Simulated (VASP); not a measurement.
Band structure of InAs (zinc blende). All values below come from LDA (Ceperley-Alder, Perdew-Zunger) with spin-orbit coupling, VASP's LDA PAW potentials (set 64) (plane waves; VASP).

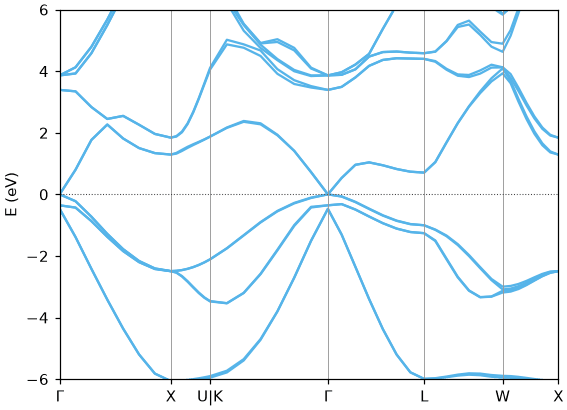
*Bands along high-symmetry lines, zero at the valence-band maximum or, without a gap, the Fermi level*

**Question.** Read the plot: is there a gap, and where are the band edges?

**Answer.** It has no gap at this level: it comes out as a metal or semimetal.

The compound is InAs in the zinc blende structure. It was relaxed first.
